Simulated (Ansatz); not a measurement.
## Electronic structure of CH₅ClGeOSi (SMILES ClC1O[SiH]1[GeH3]) in real space

Input file:

```
crystal:
  periodic: [false, false, false]
  atoms:
    - { symbol: Cl, position_ang: [-1.2403, -2.9826, -0.9208] }
    - { symbol: C, position_ang: [-0.8733, -1.5478, 0.0886] }
    - { symbol: O, position_ang: [-1.6943, -0.4633, -0.2029] }
    - { symbol: Si, position_ang: [0.035, -0.1685, -0.8248] }
    - { symbol: Ge, position_ang: [0.9876, 1.4056, 0.4892] }
    - { symbol: H, position_ang: [-0.6712, -1.6471, 1.1732] }
    - { symbol: H, position_ang: [-0.142, 0.0186, -2.2688] }
    - { symbol: H, position_ang: [1.2363, 0.8497, 1.9218] }
    - { symbol: H, position_ang: [0.0875, 2.6874, 0.6327] }
    - { symbol: H, position_ang: [2.3579, 1.7966, -0.0853] }
basis:
  gaussian: { orbitals: def2-SVP }
hamiltonian:
  xc: lda
relax:
  f_tol: 0.015
  max_steps: 40
output:
  orbitals: {}
```

Launched as:

```sh
ansatz run input.yaml --threads 2 --pin off --max-ram 3072MiB --backend cpu --events-out ev --progress --plain --runs-dir out
```

The fields are those of the run's last geometry, not of the input's.

These are results of Ansatz 0.2.0, RKS LDA/def2-SVP, not measurements.

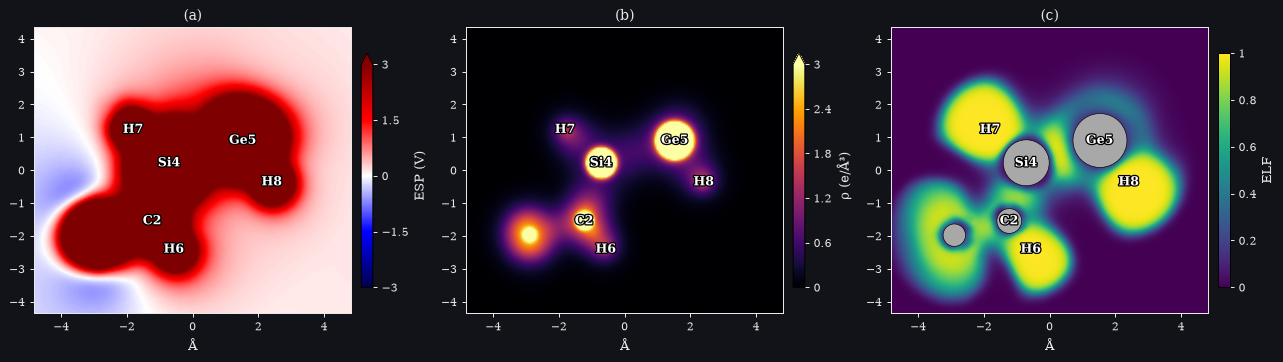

Figure 1. (a) electrostatic potential; (b) electron density; (c) ELF on the plane of atoms Si4, Ge5 and H8. Grey discs cover the atomic cores in the ELF map.

What do the fields say about this system?

Answer.
- The plane passes through C, Si, Ge and H nuclei.
- C–Si (1.84 Å): the density is about 0.86 e/Å³ at the midpoint; the ELF peaks at about 0.80 between the atoms: localised, covalent bonding.
- Si–Ge (2.34 Å): the density is about 0.62 e/Å³ at the midpoint; the ELF peaks at about 0.95 between the atoms (a covalent bond).
- C–H (1.11 Å): ρ is about 2 e/Å³ halfway; the ELF climbs to about 1 towards the hydrogen, as it does in any bond to H (a covalent bond by its length).
- Si–H (1.50 Å): ρ at the midpoint is about 0.75 e/Å³; the ELF climbs to about 1 towards the hydrogen.
- The ELF also peaks beside Cl1, away from the bonds: lone-pair regions.
- Outside the dense part of the molecule the potential is most negative (−0.6 V) near Cl1, which lies off the plane.

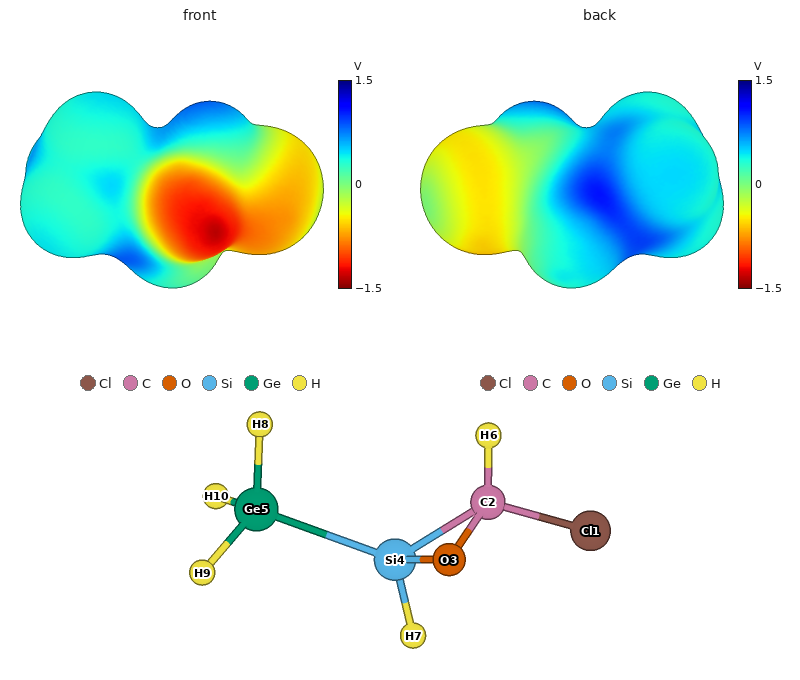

Figure 2. The molecular electrostatic potential painted on the density surface at 0.001 e/bohr³, seen from the front and from behind; red is negative and blue positive. The bare structure is drawn below in the same view.

Describe the electrostatic potential map.

Answer. The most negative region (about −1.3 V) lies over O3, the most positive (about +1.0 V) over Si4. O3 is the likeliest acceptor of a hydrogen bond.

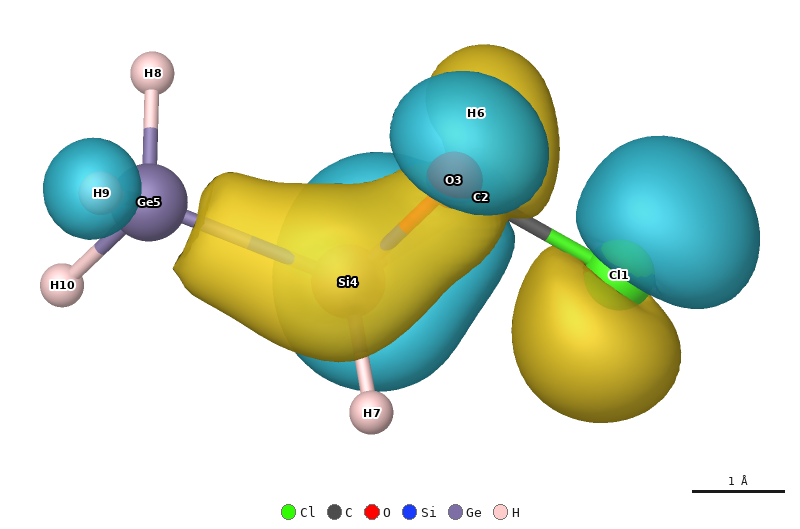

Figure 3. The HOMO at ±0.08 Å⁻³ᐟ² (yellow and cyan are the two phases), seen at a tilt.

Describe this orbital and give its energy.

Answer. Its weight (Hirshfeld) is mainly on Cl1 (about 35 %), Si4 (about 20 %), C2 (about 20 %) and O3 (about 15 %). Its energy is −5.99 eV.
